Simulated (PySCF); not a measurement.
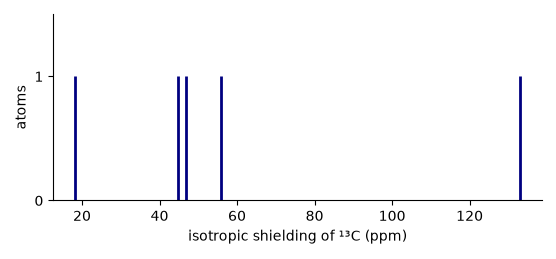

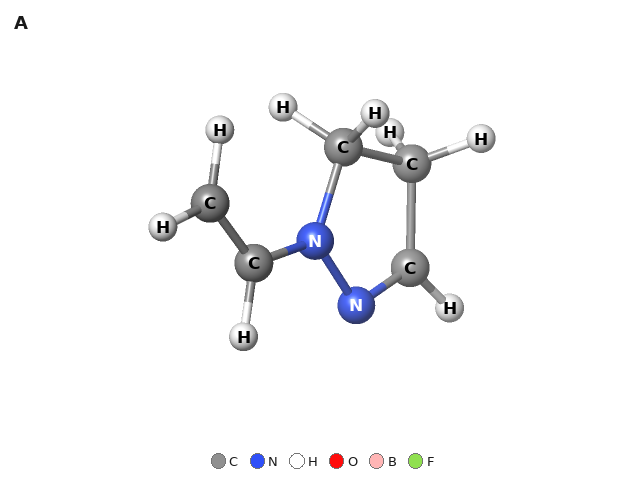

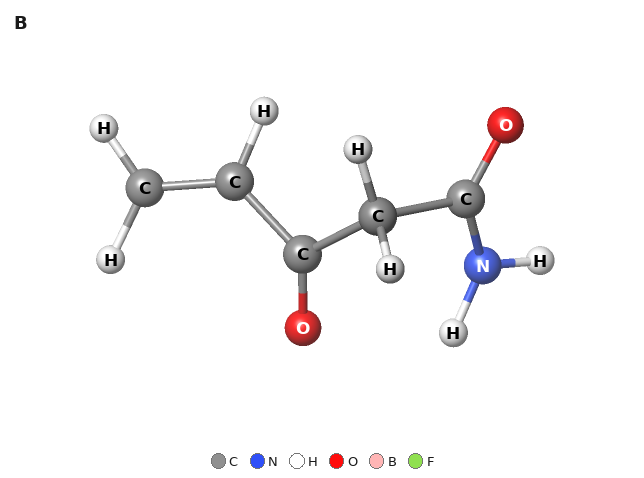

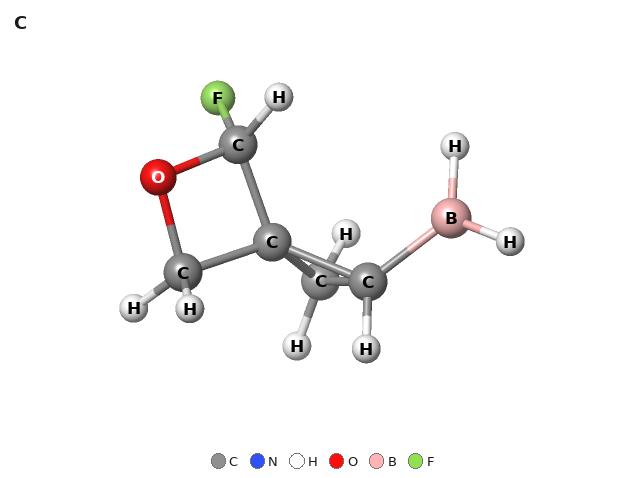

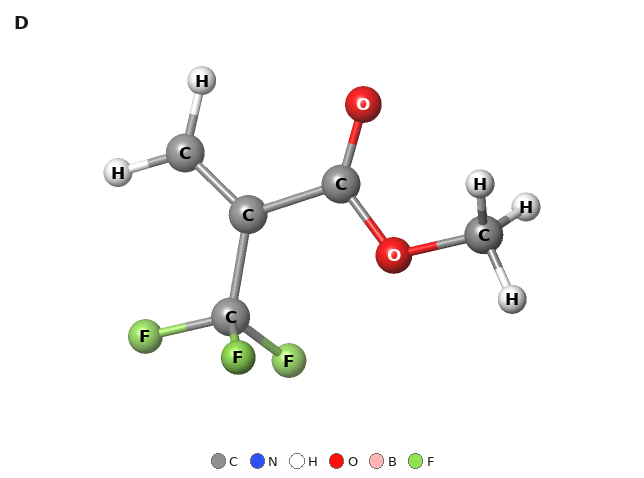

The sticks are computed shieldings of one of the molecules, for one fixed geometry (GFN2-xTB) without averaging over rotations. Low shielding means a high chemical shift. Method: GIAO PBE0/pcSseg-1 NMR shielding, non-relativistic, gas phase (PySCF 2.14.0).

> Which molecule gives this pattern?

D, `C=C(C(=O)OC)C(F)(F)F`. Its 5 C atoms give lines at 18.3, 44.7, 46.9, 55.9, 132.9 ppm.

The geometry is semi-empirical. Around B such bond lengths and angles can be off by a tenth of an ångström or more and by several degrees, and values that hang on the shape move with them.
